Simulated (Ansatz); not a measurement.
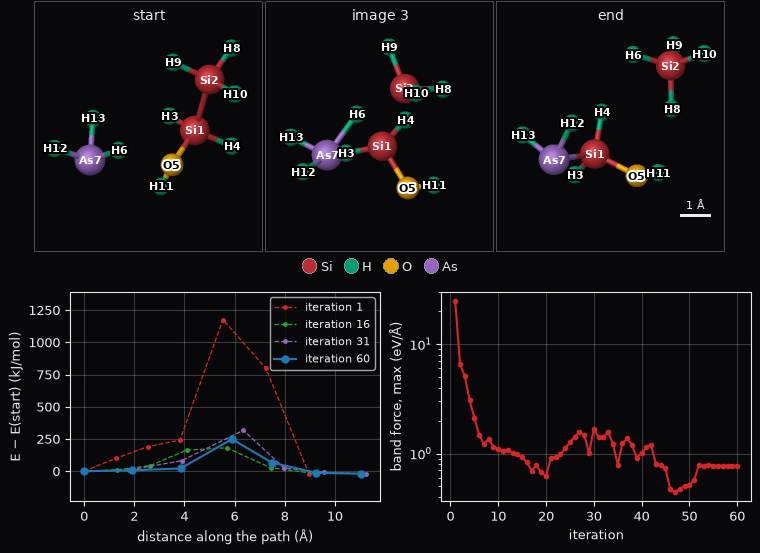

A search for the minimum-energy path of Si$_{2}$AsH$_{9}$O, made up at the start of Si$_{2}$H$_{6}$O and AsH3 by the nudged elastic band. Images are numbered from 0 (start) to 6 (end). The plot follows the band through its iterations. The picture is a ball-and-stick view, seen from a free direction.

All numbers below come from RKS PBE/def2-SVP (Ansatz). Run with 5 movable images; climbing image; force threshold 0.05 eV/Å; iteration limit 60; optimiser FIRE; largest step 0.5 Å; starting path through a guess of the saddle point.

Q: Judge this run.

A: The result isn't final. The band hadn't converged when the run stopped after 60 iterations. The largest component of the band force went from 25 to 0.77 eV/Å. The barrier read from it is provisional: over the last two iterations the highest image moved from 243.9 kJ/mol to 249.3 kJ/mol. The step length is far from the usual. The first iteration put the highest image at 1177.8 kJ/mol. The highest point, image 3, lies 249.3 kJ/mol above the start and 268.5 kJ/mol above the end; the end is at −19.2 kJ/mol relative to the start.

Limits of the set-up: the start holds two separate molecules, 3.2 Å apart at their closest, whose relative position is a soft coordinate and is computed without a dispersion correction.

The run took 11 min on 4 threads of Arm Neoverse N1, with other jobs on the host, peak memory 0.2 GiB.
